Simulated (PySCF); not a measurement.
SMILES O=Cc1ccccc1-c1ccco1, GFN2-xTB optimised geometry. Atoms within 1.6 Å of the plane z = 0.0 Å (x, y, z in Å): O1 (-1.28, -3.15, -1.46), C2 (-0.83, -2.05, -1.27), C3 (0.33, -1.75, -0.42), C4 (1.25, -2.77, -0.20), C5 (2.44, -2.53, 0.46), C6 (2.73, -1.25, 0.90), C7 (1.81, -0.23, 0.72), C8 (0.60, -0.46, 0.08), C9 (-0.37, 0.62, 0.00), C10 (-1.75, 0.62, 0.00), C11 (-2.14, 1.97, -0.02), C12 (-0.99, 2.70, -0.02), O13 (0.08, 1.90, 0.00), H15 (1.02, -3.76, -0.58), H16 (3.15, -3.33, 0.62), H17 (3.66, -1.04, 1.41), H18 (2.02, 0.77, 1.09), H19 (-2.39, -0.24, 0.05), H20 (-3.15, 2.35, -0.02), H21 (-0.81, 3.76, -0.04).

Calculation: PBE/def2-SVP in PySCF. Cells within 0.4 Å of a nucleus heavier than hydrogen are left out (blank, or x).

Map of the electrostatic potential (hartree/e), clipped to [-0.08, 0.12] on the plane z = 0.0 Å:

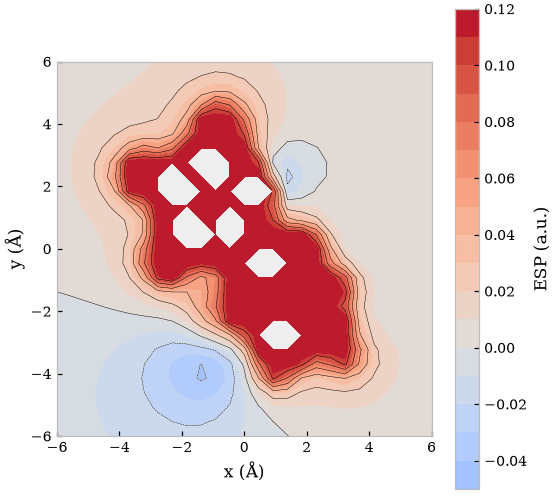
Figure. Electrostatic potential (hartree/e), clipped to [-0.08, 0.12] on the plane z = 0.0 Å.
